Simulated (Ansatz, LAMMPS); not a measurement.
# Site preference of a vacancy of Si in glassy 56SiO2-26Al2O3-18BaO (mol %) (114 atoms)

At which site of glassy 56SiO2-26Al2O3-18BaO (mol %) (114 atoms) does a vacancy of Si cost least, and what about the site decides it?

Program: Ansatz 0.2.0. Level of theory: Kohn-Sham DFT, PBE, PAW (set soft_2), plane waves. Results are calculated unless marked as measured.

## (1) The starting structure

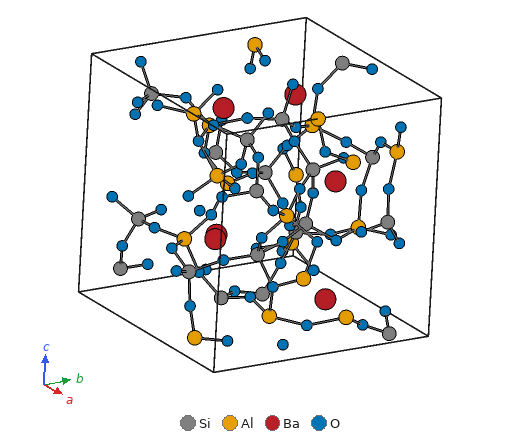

The starting structure, seen slightly off an axis (silicon grey, aluminium orange, barium red, oxygen blue). Bonds to atoms that aren't drawn are left out. Some periodic images of atoms are drawn too.

The cell holds 114 atoms: 19 Si, 18 Al, 6 Ba and 71 O. Its edges and angles: a = 11.608 Å, b = 11.608 Å, c = 11.608 Å, α = 90.0°, β = 90.0°, γ = 90.0°. 114 atoms (19 Si, 18 Al, 6 Ba, 71 O) placed at random at 3.09 g/cm³, melted at 4000 K for 10 ps at fixed volume with the Morse and Coulomb pair potential with partial charges (Pedone, Malavasi, Menziani, Cormack and Segre, J. Phys. Chem. B 110, 11780 (2006)). Quenched from 4000 K to 300 K at 20 K/ps and fixed volume, held 10 ps at zero pressure, then minimised at fixed cell.

What the set-up can't give: The quench rate of 20 K/ps is many orders above laboratory rates, so the cell is likely richer in defects and strain than a real sample. The starting topology of bonds comes from the classical model, and needn't be the one that DFT or experiment would give. Sampling is at Γ alone, for a cell whose shortest periodic width is 12 Å. The levels lack spin–orbit coupling, which is large for the heavy elements here.

## (2) Single point at the start

The forces at the start show how far the geometry lies from a minimum of this functional.

The input, input.yaml:

```yaml
crystal:
  lattice:
    - [11.6084, 0.0, 0.0]
    - [0.0, 11.6084, 0.0]
    - [0.0, 0.0, 11.6084]
  atoms:
    - { symbol: Si, position: [0.68274, 0.60266, 0.4249] }
    - { symbol: Si, position: [0.31065, 0.64337, 0.50847] }
    - { symbol: Si, position: [0.36378, 0.94251, 0.94048] }
    - { symbol: Si, position: [0.46795, 0.69969, 0.30226] }
    - { symbol: Si, position: [0.53798, 0.55975, 0.82107] }
    - { symbol: Si, position: [0.20587, 0.1566, 0.87858] }
    - { symbol: Si, position: [0.74599, 0.3419, 0.35731] }
    - { symbol: Si, position: [0.98969, 0.16156, 0.73375] }
    - { symbol: Si, position: [0.95501, 0.80897, 0.49248] }
    - { symbol: Si, position: [0.42637, 0.58533, 0.04616] }
    - { symbol: Si, position: [0.5111, 0.33703, 0.09641] }
    - { symbol: Si, position: [0.12453, 0.18136, 0.32067] }
    - { symbol: Si, position: [0.05173, 0.57535, 0.51563] }
    - { symbol: Si, position: [0.6123, 0.94569, 0.62889] }
    - { symbol: Si, position: [0.01724, 0.17984, 0.07683] }
    - { symbol: Si, position: [0.92874, 0.8618, 0.008] }
    - { symbol: Si, position: [0.62125, 0.10634, 0.27847] }
    - { symbol: Si, position: [0.76323, 0.56947, 0.68448] }
    - { symbol: Si, position: [0.78592, 0.23845, 0.86792] }
    - { symbol: Al, position: [0.43237, 0.3891, 0.54305] }
    - { symbol: Al, position: [0.40066, 0.22092, 0.32451] }
    - { symbol: Al, position: [0.97927, 0.43886, 0.99024] }
    - { symbol: Al, position: [0.75953, 0.05971, 0.0549] }
    - { symbol: Al, position: [0.17243, 0.87494, 0.13149] }
    - { symbol: Al, position: [0.4112, 0.78599, 0.71846] }
    - { symbol: Al, position: [0.78486, 0.3883, 0.10445] }
    - { symbol: Al, position: [0.85128, 0.90341, 0.73876] }
    - { symbol: Al, position: [0.9087, 0.36305, 0.57122] }
    - { symbol: Al, position: [0.99069, 0.60745, 0.7867] }
    - { symbol: Al, position: [0.99047, 0.61455, 0.13451] }
    - { symbol: Al, position: [0.55514, 0.13129, 0.91514] }
    - { symbol: Al, position: [0.0673, 0.94832, 0.37066] }
    - { symbol: Al, position: [0.60999, 0.222, 0.66044] }
    - { symbol: Al, position: [0.16879, 0.65504, 0.99505] }
    - { symbol: Al, position: [0.97544, 0.41425, 0.32178] }
    - { symbol: Al, position: [0.67367, 0.85702, 0.36826] }
    - { symbol: Al, position: [0.41158, 0.30246, 0.79252] }
    - { symbol: Ba, position: [0.70115, 0.70228, 0.09951] }
    - { symbol: Ba, position: [0.22934, 0.48388, 0.77607] }
    - { symbol: Ba, position: [0.13323, 0.88124, 0.74011] }
    - { symbol: Ba, position: [0.83667, 0.08023, 0.49221] }
    - { symbol: Ba, position: [0.34973, 0.95052, 0.43818] }
    - { symbol: Ba, position: [0.24808, 0.47095, 0.2524] }
    - { symbol: O, position: [0.12224, 0.14029, 0.76606] }
    - { symbol: O, position: [0.92715, 0.88737, 0.3825] }
    - { symbol: O, position: [0.73629, 0.71462, 0.35638] }
    - { symbol: O, position: [0.38372, 0.53555, 0.54714] }
    - { symbol: O, position: [0.28528, 0.26737, 0.87143] }
    - { symbol: O, position: [0.69616, 0.99776, 0.32346] }
    - { symbol: O, position: [0.71119, 0.12521, 0.92127] }
    - { symbol: O, position: [0.91787, 0.87093, 0.86949] }
    - { symbol: O, position: [0.16521, 0.91517, 0.27314] }
    - { symbol: O, position: [0.00026, 0.31818, 0.06845] }
    - { symbol: O, position: [0.85345, 0.65184, 0.75186] }
    - { symbol: O, position: [0.93086, 0.73336, 0.06483] }
    - { symbol: O, position: [0.35402, 0.84086, 0.84525] }
    - { symbol: O, position: [0.84354, 0.35882, 0.25141] }
    - { symbol: O, position: [0.97846, 0.25223, 0.63419] }
    - { symbol: O, position: [0.9183, 0.20767, 0.8431] }
    - { symbol: O, position: [0.5524, 0.61427, 0.37242] }
    - { symbol: O, position: [0.67274, 0.23135, 0.32599] }
    - { symbol: O, position: [0.06349, 0.09183, 0.40728] }
    - { symbol: O, position: [0.78278, 0.33253, 0.9648] }
    - { symbol: O, position: [0.04828, 0.91675, 0.04891] }
    - { symbol: O, position: [0.8899, 0.12874, 0.07534] }
    - { symbol: O, position: [0.35408, 0.32373, 0.65423] }
    - { symbol: O, position: [0.06197, 0.58814, 0.65295] }
    - { symbol: O, position: [0.62262, 0.08315, 0.60052] }
    - { symbol: O, position: [0.89551, 0.84404, 0.60649] }
    - { symbol: O, position: [0.00728, 0.54387, 0.26144] }
    - { symbol: O, position: [0.07588, 0.14366, 0.19706] }
    - { symbol: O, position: [0.82829, 0.30376, 0.46063] }
    - { symbol: O, position: [0.53698, 0.81728, 0.29866] }
    - { symbol: O, position: [0.42863, 0.45216, 0.07966] }
    - { symbol: O, position: [0.46287, 0.4446, 0.819] }
    - { symbol: O, position: [0.70476, 0.9205, 0.72725] }
    - { symbol: O, position: [0.66317, 0.54106, 0.77418] }
    - { symbol: O, position: [0.48187, 0.6633, 0.75316] }
    [... 30 atom lines left out ...]
    - { symbol: O, position: [0.39876, 0.34305, 0.40691] }
    - { symbol: O, position: [0.70563, 0.61414, 0.56075] }
    - { symbol: O, position: [0.99527, 0.45589, 0.47735] }
    - { symbol: O, position: [0.44521, 0.2688, 0.19258] }
    - { symbol: O, position: [0.64771, 0.10282, 0.1438] }
    - { symbol: O, position: [0.4443, 0.65126, 0.17202] }
kpoints:
  mp_grid: { grid: [1, 1, 1] }
hamiltonian:
  xc: pbe
scf:
  occupations: { method: fixed }
output:
  forces: true
```

The run is started by

```bash
$ ansatz run input.yaml --threads 4 --pin off --max-ram 8192MiB --backend cpu --events-out ev --progress --plain --runs-dir out
```

Numbers of over 12 decimals in the logs are rounded to 6 here.

Log:

```text
[...]
Pseudopotentials: kind: paw
Pseudopotential: Si, paw, valence charge 4, recommended cutoff 420 eV (normal), Si.paw.azcp
Pseudopotential: Al, paw, valence charge 3, recommended cutoff 420 eV (normal), Al.paw.azcp
Pseudopotential: Ba, paw, valence charge 10, recommended cutoff 420 eV (normal), Ba.paw.azcp
Pseudopotential: O, paw, valence charge 6, recommended cutoff 420 eV (normal), O.paw.azcp
[...]
Crystal: 114 atoms, lattice volume = 1564.289 Å³
Basis set: ecut = 420 eV, 30647 PW (Γ), exchange–correlation on 160×160×160 points (8 copies of the dense FFT grid, shifted against one another)
Bands: 422, of which v1, the nominal top of the filled ones, is band 308 counted from 1 (307 counted from 0)
Symmetry: 1 space group operations
Space group: P1 (ITA 1), of the structure as read, at distance tolerance 1.2e-4 Å
k-points: 1
[...]
Initial density: superposition of atomic densities (neutral atoms: chi_scale 0, normalization atom), corrected by the library's trained network
Initial wavefunctions: pseudopotential atomic-orbital guess
[...]
SCF iter   1: F=—  HF=-97881.109243 eV  |F-HF|=—  |Δ(HF+E_count)|=         —  Δρ=2.00e-3  dr2=1.10e-1  ethr=1.77e-3  ⟨swp⟩=6.0  Hψ=1476  notcnv=0  defer=112
preconditioner: auto → Resta (q_TF=auto, 2.336 Å⁻¹)  ε∞=3.2  [insulator: Δε(μ)=3.394 eV  Ē_g=15.431 eV  n_scr=340 (ndim 8)  ℏωp=23.1 eV  f_vac=0.112  ε∞_Penn≈3.2]
SCF iter   2: F=—  HF=-97881.112306 eV  |F-HF|=—  |Δ(HF+E_count)|=   3.06e-3  Δρ=1.08e-3  dr2=2.99e-2  ethr=1.79e-5  ⟨swp⟩=4.0  Hψ=648  notcnv=0  defer=112
SCF iter   3: F=—  HF=-97881.113648 eV  |F-HF|=—  |Δ(HF+E_count)|=   1.34e-3  Δρ=5.78e-4  dr2=7.05e-3  ethr=4.85e-6  ⟨swp⟩=4.0  Hψ=551  notcnv=0  defer=93
automatic band count: iteration 3 solves 403 bands in place of 422: the levels show a gap, and the empty bands left out lie too high to hold charge; the band table lists the bands solved (type scf.n_extra_bands for more)
SCF iter   4: F=—  HF=-97881.112706 eV  |F-HF|=—  |Δ(HF+E_count)|=   9.42e-4  Δρ=1.78e-4  dr2=5.72e-4  ethr=1.14e-6  ⟨swp⟩=3.0  Hψ=550  notcnv=0  defer=93
SCF iter   5: F=—  HF=-97881.112787 eV  |F-HF|=—  |Δ(HF+E_count)|=   8.08e-5  Δρ=9.48e-5  dr2=1.25e-4  ethr=9.28e-8  ⟨swp⟩=2.0  Hψ=549  notcnv=0  defer=93
SCF iter   6: F=—  HF=-97881.112797 eV  |F-HF|=—  |Δ(HF+E_count)|=   1.01e-5  Δρ=3.55e-5  dr2=1.75e-5  ethr=2.03e-8  ⟨swp⟩=3.0  Hψ=605  notcnv=0  defer=93
SCF iter   7: F=—  HF=-97881.113638 eV  |F-HF|=—  |Δ(HF+E_count)|=   8.41e-4  Δρ=1.28e-5  dr2=2.46e-6  ethr=2.84e-9  ⟨swp⟩=2.0  Hψ=705  notcnv=0  defer=93
SCF iter   8: F=—  HF=-97881.113640 eV  |F-HF|=—  |Δ(HF+E_count)|=   2.07e-6  Δρ=8.74e-6  dr2=9.63e-7  ethr=4.00e-10  ⟨swp⟩=2.0  Hψ=611  notcnv=0  defer=93
SCF iter   9: F=-97881.113640 eV  HF=-97881.113640 eV  |F-HF|=2.12e-8  |Δ(HF+E_count)|=   5.40e-8  Δρ=1.96e-6  dr2=5.38e-8  ethr=1.62e-11  ⟨swp⟩=3.0  Hψ=1330  notcnv=0
SCF 1 converged in 9 iterations: F = -97881.113640 eV  dr2 = 5.38e-8
[...]
SCF converged after 9 iterations
Free energy (F): -97881.113640 eV
Harris-Foulkes:  -97881.113640 eV  (|F-HF|=2.12e-8)
Internal energy: -97881.113640 eV  (E = F + TS)
E sigma→0 (E₀):  -97881.113640 eV
Fermi energy:    4.898884 eV
--- Per-component energies (eV) ---
[...]
Σ components = -97881.113640   (vs F -97881.113640, Δ=0.00e0)
--- Forces (eV/Å), atoms counted from 1 ---
  atom   1  Si    -0.41951196     0.85603974    -0.07899409
  atom   2  Si     0.63302664    -0.93292407     0.50474515
  atom   3  Si    -0.35792897     0.69740016    -0.03924239
  atom   4  Si     1.72505884    -0.98677339     0.62869958
[...]
atom 114  O     -0.19593639     0.29198900    -0.21925658
  max |Σ_I F_I| component: 1.44e-4 eV/Å
```

Run time: 16 s. Hardware: 4 threads of Arm Neoverse V1, shared host; peak memory 1.9 GiB; 63 s of CPU time.

The r.m.s. force at the start is 0.74 eV/Å.

## (3) Relaxation

The atoms are relaxed in the fixed cell, aiming at the force tolerance of the input.

The input, input.yaml:

```yaml
crystal:
  lattice:
    - [11.6084, 0.0, 0.0]
    - [0.0, 11.6084, 0.0]
    - [0.0, 0.0, 11.6084]
  atoms:
    [... the 114 atom lines of step 2 ...]
kpoints:
  mp_grid: { grid: [1, 1, 1] }
hamiltonian:
  xc: pbe
scf:
  occupations: { method: fixed }
output:
  forces: true
relax:
  f_tol: 0.05
  max_steps: 120
```

Log:

```text
[...]
Crystal: 114 atoms, lattice volume = 1564.289 Å³
Basis set: ecut = 420 eV, 30647 PW (Γ), exchange–correlation on 160×160×160 points (8 copies of the dense FFT grid, shifted against one another)
Bands: 422, of which v1, the nominal top of the filled ones, is band 308 counted from 1 (307 counted from 0)
Symmetry: 1 space group operations
[...]
k-points: 1
[...]
SCF iter   1: F=—  HF=-97881.109254 eV  |F-HF|=—  |Δ(HF+E_count)|=         —  Δρ=2.00e-3  dr2=1.10e-1  ethr=1.77e-3  ⟨swp⟩=6.0  Hψ=1476  notcnv=0  defer=112
[...]
SCF iter   6: F=-97881.113632 eV  HF=-97881.113636 eV  |F-HF|=3.52e-6  |Δ(HF+E_count)|=   2.26e-6  Δρ=3.56e-5  dr2=1.77e-5  ethr=1.01e-8  ⟨swp⟩=2.0  Hψ=1320  notcnv=0
SCF 1 converged in 6 iterations: F = -97881.113632 eV  dr2 = 1.77e-5
[...]
relax step   1: F+E_penalty+E_count = -97881.11363241 eV  Δ(F+E_penalty+E_count) = +0.000e0 eV  max|allowed force component| = 2.573e0 eV/Å  Δτ_max = 0.0000 Å  (6 SCF iters, dr2 threshold 6.25e-5 eV, accepted)
[... from here on, the SCF cycles and remarks between the steps are left out ...]
relax step   2: F+E_penalty+E_count = -97883.39698594 eV  Δ(F+E_penalty+E_count) = -2.283e0 eV  max|allowed force component| = 2.138e0 eV/Å  Δτ_max = 0.1967 Å  (6 SCF iters, dr2 threshold 1.00e-4 eV, accepted)
relax step   3: F+E_penalty+E_count = -97884.87217125 eV  Δ(F+E_penalty+E_count) = -1.475e0 eV  max|allowed force component| = 1.255e0 eV/Å  Δτ_max = 0.1952 Å  (7 SCF iters, dr2 threshold 1.00e-4 eV, accepted)
relax step   4: F+E_penalty+E_count = -97885.29627013 eV  Δ(F+E_penalty+E_count) = -4.241e-1 eV  max|allowed force component| = 1.183e0 eV/Å  Δτ_max = 0.2000 Å  (7 SCF iters, dr2 threshold 1.00e-4 eV, accepted)
relax step   5: F+E_penalty+E_count = -97885.64847819 eV  Δ(F+E_penalty+E_count) = -3.522e-1 eV  max|allowed force component| = 3.249e-1 eV/Å  Δτ_max = 0.2000 Å  (6 SCF iters, dr2 threshold 1.00e-4 eV, accepted)
relax step   6: F+E_penalty+E_count = -97885.68389946 eV  Δ(F+E_penalty+E_count) = -3.542e-2 eV  max|allowed force component| = 1.955e-1 eV/Å  Δτ_max = 0.2000 Å  (8 SCF iters, dr2 threshold 7.96e-6 eV, accepted)
relax step   7: F+E_penalty+E_count = -97885.78014081 eV  Δ(F+E_penalty+E_count) = -9.624e-2 eV  max|allowed force component| = 7.700e-2 eV/Å  Δτ_max = 0.1335 Å  (8 SCF iters, dr2 threshold 2.88e-6 eV, accepted)
relax step   8: F+E_penalty+E_count = -97885.78464804 eV  Δ(F+E_penalty+E_count) = -4.507e-3 eV  max|allowed force component| = 6.841e-2 eV/Å  Δτ_max = 0.0340 Å  (8 SCF iters, accepted)
relax step   9: F+E_penalty+E_count = -97885.78760860 eV  Δ(F+E_penalty+E_count) = -2.961e-3 eV  max|allowed force component| = 3.510e-2 eV/Å  Δτ_max = 0.0130 Å  (7 SCF iters, accepted)
SCF converged after 7 iterations
Free energy (F): -97885.787609 eV
[...]
Internal energy: -97885.787609 eV  (E = F + TS)
E sigma→0 (E₀):  -97885.787609 eV
Fermi energy:    4.456886 eV
[...]
--- Forces (eV/Å), atoms counted from 1 ---
  atom   1  Si     0.00320080    -0.00927643     0.00543835
  atom   2  Si    -0.00710166     0.00866056     0.01021978
  atom   3  Si    -0.00009424    -0.00126391     0.00853482
  atom   4  Si     0.00474644    -0.03509904    -0.00899943
  atom   5  Si    -0.00741854    -0.00742263    -0.00885047
  atom   6  Si    -0.01064222     0.00465499    -0.00338920
  atom   7  Si    -0.01274470     0.01563720    -0.02203354
  atom   8  Si    -0.00061382     0.00477426     0.00577852
  atom   9  Si    -0.00040627     0.01670527     0.01163257
  atom  10  Si    -0.03175991    -0.00741013    -0.00192819
  atom  11  Si    -0.00543092    -0.00466006    -0.01977289
  atom  12  Si     0.00039395     0.00753260    -0.00910761
  atom  13  Si    -0.00282557     0.00192024     0.00631705
  atom  14  Si     0.00746634     0.00633050    -0.00026331
[...]
atom 113  O      0.00723621     0.00248973    -0.00761879
  atom 114  O      0.01233627     0.00704894    -0.00057942
  max |Σ_I F_I| component: 1.34e-4 eV/Å
--- Relaxed structure (9 steps of the walk, 9 accepted, 0 SCFs on fresh bases) ---
  F+E_penalty+E_count = -97885.78760860 eV   max|allowed force component| = 3.510e-2 eV/Å
  atoms:
    - { symbol: Si, position: [0.679366, 0.602519, 0.424472] }
    - { symbol: Si, position: [0.309740, 0.638468, 0.506855] }
    - { symbol: Si, position: [0.356834, 0.946101, 0.931034] }
    - { symbol: Si, position: [0.472383, 0.696168, 0.308669] }
[...]
- { symbol: O, position: [0.458335, 0.664274, 0.169803] }
```

The job ended after 1.9 min (4 threads; peak memory 1.9 GiB).

The relaxation converged after 9 steps, 4.67 eV below its start, with a largest force component of 0.035 eV/Å.

## (4) Single point at the relaxed geometry

One more single point at the end of the walk gives the fuller output and checks the residual forces.

The input, input.yaml:

```yaml
crystal:
  lattice:
    - [11.6084, 0.0, 0.0]
    - [0.0, 11.6084, 0.0]
    - [0.0, 0.0, 11.6084]
  atoms:
    - { symbol: Si, position: [0.67937, 0.60252, 0.42447] }
    - { symbol: Si, position: [0.30974, 0.63847, 0.50686] }
    - { symbol: Si, position: [0.35683, 0.9461, 0.93103] }
    - { symbol: Si, position: [0.47238, 0.69617, 0.30867] }
    - { symbol: Si, position: [0.53288, 0.56015, 0.82272] }
    - { symbol: Si, position: [0.19772, 0.16097, 0.87503] }
    [... 102 atom lines left out ...]
    - { symbol: O, position: [0.37778, 0.34344, 0.41054] }
    - { symbol: O, position: [0.69867, 0.62108, 0.56237] }
    - { symbol: O, position: [0.99109, 0.45277, 0.47101] }
    - { symbol: O, position: [0.43526, 0.27957, 0.19586] }
    - { symbol: O, position: [0.63785, 0.10188, 0.13741] }
    - { symbol: O, position: [0.45834, 0.66427, 0.1698] }
kpoints:
  mp_grid: { grid: [1, 1, 1] }
hamiltonian:
  xc: pbe
scf:
  occupations: { method: fixed }
output:
  forces: true
  stress: true
  populations: true
  dos:
    method: { smearing: { sigma: 0.1 } }
    de: 0.1
    projected: { site_lists: { Al: [Al], Ba: [Ba], O: [O], Si: [Si] } }
  eigenvalues: true
  write_density: true
  write_potential: true
  volumetric_format: npy
  elf: true
```

Log:

```text
[...]
Crystal: 114 atoms, lattice volume = 1564.289 Å³
Basis set: ecut = 420 eV, 30647 PW (Γ), exchange–correlation on 160×160×160 points (8 copies of the dense FFT grid, shifted against one another)
Bands: 422, of which v1, the nominal top of the filled ones, is band 308 counted from 1 (307 counted from 0)
Symmetry: 1 space group operations
[...]
k-points: 1
[...]
SCF iter   1: F=—  HF=-97885.781117 eV  |F-HF|=—  |Δ(HF+E_count)|=         —  Δρ=1.92e-3  dr2=7.96e-2  ethr=1.77e-3  ⟨swp⟩=5.0  Hψ=1668  notcnv=0  defer=111
[...]
SCF iter   9: F=-97885.787608 eV  HF=-97885.787608 eV  |F-HF|=1.46e-8  |Δ(HF+E_count)|=   2.55e-8  Δρ=1.34e-6  dr2=3.03e-8  ethr=1.62e-11  ⟨swp⟩=25.0  Hψ=4575  notcnv=0
SCF 1 converged in 9 iterations: F = -97885.787608 eV  dr2 = 3.03e-8
[...]
SCF converged after 9 iterations
Free energy (F): -97885.787608 eV
[...]
Internal energy: -97885.787608 eV  (E = F + TS)
E sigma→0 (E₀):  -97885.787608 eV
Fermi energy:    4.456808 eV
[...]
--- Forces (eV/Å), atoms counted from 1 ---
  atom   1  Si     0.00213353    -0.00934349     0.00491846
  atom   2  Si    -0.00719020     0.00834760     0.00893580
  atom   3  Si     0.00267175    -0.00128114     0.01241593
  atom   4  Si     0.00613845    -0.03625807    -0.00914463
  atom   5  Si    -0.00210776    -0.00695651    -0.00999847
  atom   6  Si    -0.01137380     0.00789691    -0.00187170
  atom   7  Si    -0.01278373     0.01466763    -0.02076806
  atom   8  Si    -0.00133670     0.00439571     0.00515892
  atom   9  Si     0.00082921     0.02020716     0.00983070
  atom  10  Si    -0.03339306    -0.00664519    -0.00531584
  atom  11  Si    -0.00445910    -0.00449716    -0.01913970
  atom  12  Si     0.00414178     0.00726079    -0.00889380
  atom  13  Si    -0.00533726     0.00004153     0.00649346
  atom  14  Si     0.00849691     0.00671620    -0.00231148
[...]
atom 113  O      0.00796268     0.00201022    -0.00993349
  atom 114  O      0.01246193     0.00833639     0.00163741
  max |Σ_I F_I| component: 1.59e-4 eV/Å
--- Stress (GPa, compression-positive) ---
        2.305282      -1.225798      -0.972582
       -1.225795       2.290096      -0.186547
       -0.972583      -0.186543       1.844968
  P = ⅓ Tr σ = 2.1468 GPa (21.468 kbar)
--- Band table (eV) ---
[...]
--- Löwdin populations: 114 sites ---
  site symbol       q [e]
     0     Si      2.2581
     1     Si      2.3478
     2     Si      2.2873
[...]
113      O      6.8043
  spilling = 0.011960 (of n_electrons = 616.000000)
```

The job ended after 32 s (4 threads; peak memory 2.1 GiB).

Read from the output:

```
free energy                                      : -97885.7876 eV
free energy per atom                             : -858.6473 eV/atom
SCF cycles                                       : 9
pressure                                         : 2.147 GPa
r.m.s. force component                           : 0.00855 eV/Å
longest force                                    : 0.03789 eV/Å
Fermi energy                                     : 4.457 eV
gap (highest filled to lowest empty level) : 3.726 eV
spilling of the projection                       : 0.01196
```

(Continued in part 2 of 2.)

[Logs are printed without paths, hosts, clocks, repeated set-up lines and the standing remarks that a program may print on its own settings, such as how far it seeks lower states.]

[Hosts, paths, dates, database ids (printed as entryN), source tags and the programs' standing remarks are cut or masked in the printed files.]
